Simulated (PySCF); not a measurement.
```xyz
2

Au    0.0000    0.0000   -0.1706
F     0.0000    0.0000    1.7684
```

Core potentials replace the inner electrons of Au.

The calculation used PBE0/def2-TZVPP, non-relativistic Hamiltonian with scalar-relativistic core potentials where named, at a bond length of 1.939 Å (PySCF).

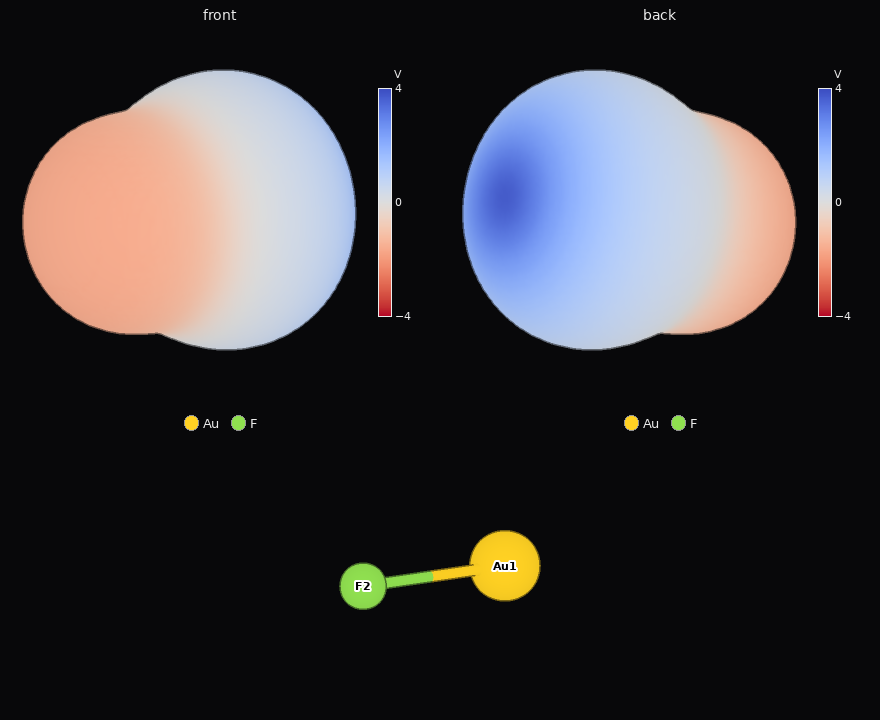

AuF. The electrostatic potential painted on the density surface at 0.001 e/bohr³, seen from the front and from behind; red is negative and blue positive. The bare structure is drawn below in the same view.

> Which sites attract a positive test charge, and which a negative one?

A positive charge is drawn to the negative regions and a negative charge to the positive ones. The most negative region (about −1.6 V) lies over F2, the most positive (about +3.5 V) over Au1.
